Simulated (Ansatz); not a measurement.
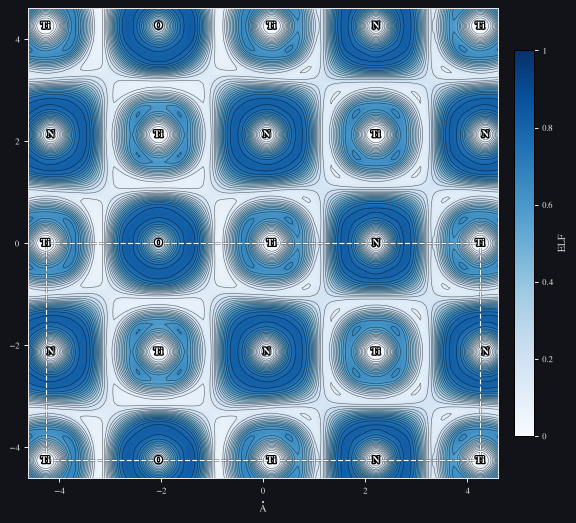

Figure 1: Ti$_{4}$N$_{3}$O. ELF on the (11̄0) plane of the conventional cell.

Space group P4/mmm; a structure generated by program, which may or may not match a known phase; computed without spin polarisation.

Level of theory: Ansatz 0.2.0, DFT PBE, scalar-relativistic, plane waves, PAW.

In a PAW calculation such maps are meaningful between the atoms, not at the nuclei.

Input file:

```
crystal:
  lattice:
    - [3.0111522665, 0.0, 0.0]
    - [0.0, 3.0111522665, 0.0]
    - [0.0, 0.0, 8.519896636]
  atoms:
    - { symbol: Ti, position: [0.0, 0.0, 0.7400555231] }
    - { symbol: Ti, position: [0.5, 0.5, 0.0] }
    - { symbol: Ti, position: [0.0, 0.0, 0.2599444769] }
    - { symbol: Ti, position: [0.5, 0.5, 0.5] }
    - { symbol: "N", position: [0.5, 0.5, 0.2483437698] }
    - { symbol: "N", position: [0.0, 0.0, 0.5] }
    - { symbol: "N", position: [0.5, 0.5, 0.7516562302] }
    - { symbol: O, position: [0.0, 0.0, 0.0] }
basis:
  ecutwfc: 420
kpoints:
  mp_grid: { grid: [12, 12, 6] }
  band_path:
    path:
      - [[0.0, 0.0, 0.0], [0.0, 0.5, 0.0], [0.5, 0.5, 0.0], [0.0, 0.0, 0.0], [0.0, 0.0, 0.5], [0.0, 0.5, 0.5], [0.5, 0.5, 0.5], [0.0, 0.0, 0.5]]
      - [[0.0, 0.5, 0.0], [0.0, 0.5, 0.5]]
      - [[0.5, 0.5, 0.0], [0.5, 0.5, 0.5]]
    npoints: 14
hamiltonian:
  xc: pbe
scf:
  occupations: { method: gaussian, width: 0.1 }
  n_extra_bands: 20
output:
  forces: true
  stress: true
  eigenvalues: true
  populations: true
  dos: { projected: true, de: 0.02, nscf_kmesh: { grid: [15, 15, 8] } }
  bader: true
  write_density: true
  write_potential: true
  elf: true
  volumetric_format: npy
```

Command:

```sh
ansatz run input.yaml --threads 1 --pin off --max-ram 2560MiB --backend cpu --events-out ev --progress --plain --runs-dir out
```

Below, planes, directions and counts refer to the conventional cell (a = 3.01 Å, b = 3.01 Å, c = 8.52 Å, α = 90.00°, β = 90.00°, γ = 90.00°).

Read the bonding off the picture.

Atoms in the plane: Ti, N and O. Ti–N (2.05 Å): the ELF peaks at about 0.80 in the valence shell of N, 0.6 Å from its nucleus, and is about 0.20 at the midpoint; no localised pair shows between them. Ti–O (2.13 Å): the ELF peaks at about 0.80 in the valence shell of O, 0.6 Å from its nucleus, and is about 0.10 at the midpoint: no localised pair shows between them. Ti–N (2.12 Å): the ELF peaks at about 0.80 in the valence shell of N, 0.6 Å from its nucleus, and is about 0.20 at the midpoint: no shared electron pair shows on this line. Ti–O (2.21 Å): the ELF peaks at about 0.85 in the valence shell of O, 0.6 Å from its nucleus, and is about 0.10 at the midpoint: no shared electron pair shows on this line. The features right at Ti lie inside the PAW spheres, where the map follows smoothed inner orbitals and isn't to be read closely.

What Bader charges does the calculation give?

Electrons move from Ti towards N and O. Bader charges: Ti +1.70, N −1.78 and O −1.45 e.
